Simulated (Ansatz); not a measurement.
Base system: InP in the zinc blende structure (space group F-43m, No. 216; a = 5.878 Å).

Perturbation: an isotropic linear strain of +1.50 %, atoms relaxed at fixed cell.

The values are results of plane-wave PAW DFT at the PBEsol level (Ansatz, a quantum-chemistry and plane-wave program, 420 eV), spin-orbit coupling left out, not measurements.

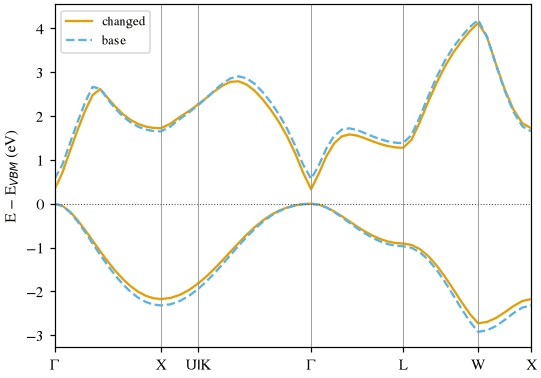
Highest valence and lowest conduction band along the path, each from its own valence-band maximum

The gap is 0.33 eV, direct at Γ; the base has 0.57 eV.

Whether these cells are dynamically stable was not tested.
